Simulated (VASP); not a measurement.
Band structure of BAs (space group P6_3mc). Calculation: r2SCAN meta-GGA, VASP's PBE PAW potentials (set 64) (plane waves; VASP 6.6.1).

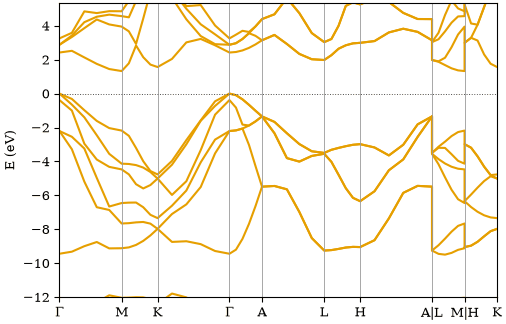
Figure. Bands along high-symmetry lines, zero at the valence-band maximum or, without a gap, the Fermi level

**Question.** Read the plot: is there a gap, and where are the band edges?

**Answer.** The gap is indirect, 1.33 eV, from the valence maximum at Γ to the conduction minimum at M.

The structure comes from a computed database's BAs entry (P6_3mc); how it stands against other phases isn't given here. It was relaxed first.
